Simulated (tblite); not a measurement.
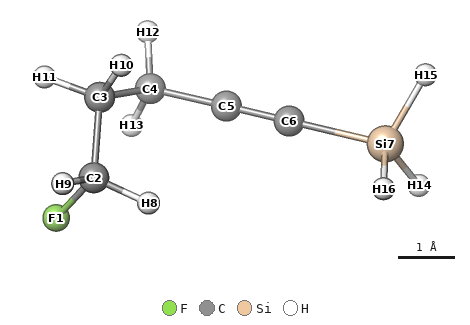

Figure 1. The input geometry (ball-and-stick view, seen at a tilt; atoms are numbered from 1 in the order of the input). Bond lengths as drawn: C–C 1.21 to 1.53 Å, C–F 1.38 Å, C–H 1.09 to 1.10 Å, C–Si 1.84 Å and H–Si 1.46 to 1.47 Å.

# Run report: C₅H₉FSi, frequency calculation

The run: frequency calculation of C₅H₉FSi, SMILES FCCCC#C[SiH3]. Method and program: GFN2-xTB harmonic vibrations, gas phase (tblite 0.8.0).

## Log
```
mode    cm-1     km/mol
  1      14.6      0.07
  2      42.6      1.66
  3      84.8      2.95
  4     118.8      3.74
  5     163.4      6.27
  6     196.0      2.65
  7     293.4      3.51
  8     317.3      0.47
  9     433.2      3.92
 10     480.5      7.77
 11     535.2     91.16
 12     539.3     94.11
 13     587.1     14.32
 14     787.6    178.32
 15     788.3    276.54
 16     790.7    417.43
 17     813.0     46.09
 18     897.6      0.63
 19     944.7     34.26
 20    1013.7      7.14
 21    1056.5     45.16
 22    1091.6      7.42
 23    1121.4     15.14
 24    1148.0      4.77
 25    1190.1      4.67
 26    1244.9      4.14
 27    1313.5      2.65
 28    1324.9      4.42
 29    1340.4      5.13
 30    1443.0      3.87
 31    1445.7      1.15
 32    1460.0      1.42
 33    2231.7    422.69
 34    2241.2    419.30
 35    2254.3    213.57
 36    2322.7    142.60
 37    2946.6     29.62
 38    2951.4     15.81
 39    2952.4     26.60
 40    2965.1     16.84
 41    2990.6     49.69
 42    2998.4     33.88
```

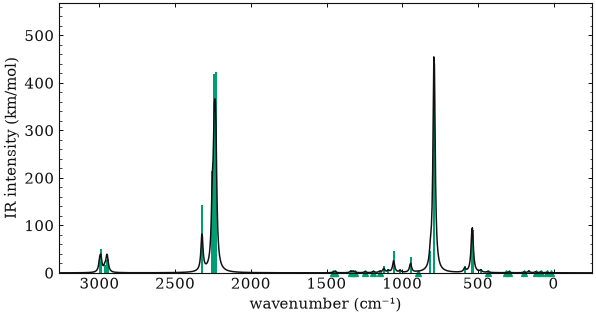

Figure 2. Harmonic infrared spectrum, unscaled: sticks (degenerate modes added up, dark ones marked on the axis) with a Lorentzian envelope of 16 cm⁻¹ full width, scaled to the tallest stick. 42 modes from 15 to 2998 cm⁻¹, none imaginary. The strongest line is at 788 cm⁻¹ (455 km/mol).

This output came from the following input.

## The input
```
{"job": {"kind": "ir", "xc": "GFN2-xTB", "basis": "xTB"}, "charge": 0, "multiplicity": 1}
F     -2.567728     0.109417    -1.510839
C     -2.092054    -0.473560    -0.358322
C     -1.733679     0.597022     0.661572
C     -0.517894     1.416171     0.208618
C      0.685312     0.607418     0.188402
C      1.668015    -0.090577     0.179630
Si     3.177712    -1.149461     0.162421
H     -1.213457    -1.063012    -0.640577
H     -2.887773    -1.130270     0.008107
H     -1.521728     0.108727     1.614122
H     -2.591210     1.260654     0.790313
H     -0.367994     2.260402     0.887420
H     -0.701560     1.811725    -0.794614
H      3.973974    -0.810187    -1.019395
H      3.936947    -0.895499     1.390136
H      2.745518    -2.550027     0.109058
```

The first line tells a small driver script what to run in tblite; the rest is the geometry in Å.

Run as:
```bash
OMP_NUM_THREADS=1 python <driver script> task.json out
```

## Summary

| quantity | value |
| --- | --- |
| outcome | converged |
| total energy | −590.3661 eV |
| zero-point energy | 74.1610 kcal/mol |
| hardware | 1 CPU thread, shared host |
| wall time | 0.76 s |
| peak memory | 0.18 GiB |
